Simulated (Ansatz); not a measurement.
Input

```
crystal:
  lattice:
    - [2.764500821, 0.0, 0.0]
    - [0.0, 4.1933865151, 0.0]
    - [0.0, 0.0, 4.6926471876]
  atoms:
    - { symbol: Ge, position: [0.0, 0.0, 0.9700632444] }
    - { symbol: B, position: [0.5, 0.5, 0.8362137173] }
    - { symbol: B, position: [0.0, 0.5, 0.3422268156] }
    - { symbol: C, position: [0.0, 0.5, 0.6758686775] }
    - { symbol: C, position: [0.5, 0.5, 0.1756275452] }
basis:
  ecutwfc: 420
kpoints:
  mp_grid: { grid: [12, 8, 8] }
  band_path:
    path:
      - [[0.0, 0.0, 0.0], [0.5, 0.0, 0.0], [0.5, 0.5, 0.0], [0.0, 0.5, 0.0], [0.0, 0.0, 0.0], [0.0, 0.0, 0.5], [0.5, 0.0, 0.5], [0.5, 0.5, 0.5], [0.0, 0.5, 0.5], [0.0, 0.0, 0.5]]
      - [[0.5, 0.0, 0.0], [0.5, 0.0, 0.5]]
      - [[0.0, 0.5, 0.0], [0.0, 0.5, 0.5]]
      - [[0.5, 0.5, 0.0], [0.5, 0.5, 0.5]]
    npoints: 14
hamiltonian:
  xc: pbe
scf:
  occupations: { method: gaussian, width: 0.1 }
  n_extra_bands: 12
output:
  forces: true
  stress: true
  eigenvalues: true
  populations: true
  dos: { projected: true, de: 0.02, nscf_kmesh: { grid: [15, 10, 10] } }
  bader: true
  write_density: true
  write_potential: true
  elf: true
  volumetric_format: npy
```

Run with:

```sh
ansatz run input.yaml --threads 1 --pin off --max-ram 2560MiB --backend cpu --events-out ev --progress --plain --runs-dir out
```

Below, planes, directions and counts refer to the conventional cell (a = 2.76 Å, b = 4.19 Å, c = 4.69 Å, α = 90.00°, β = 90.00°, γ = 90.00°).

Space group Pmm2; a generated structure, not necessarily the stable one.

All numbers below come from DFT PBE, scalar-relativistic, plane waves, PAW (Ansatz 0.2.0).

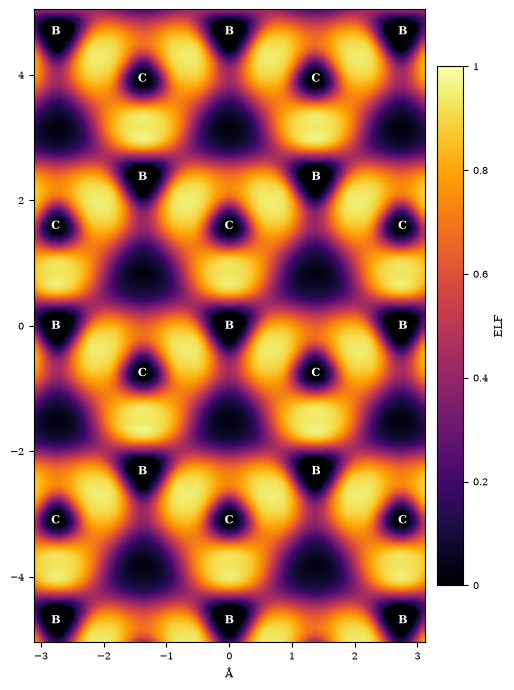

GeB₂C₂. ELF on the (010) plane of the conventional cell.

In a PAW calculation such maps are meaningful between the atoms, not at the nuclei.

What do the fields say about this system?

Answer. The section cuts through B and C sites. B–C (1.57 Å): the ELF peaks at about 0.95 between the atoms.
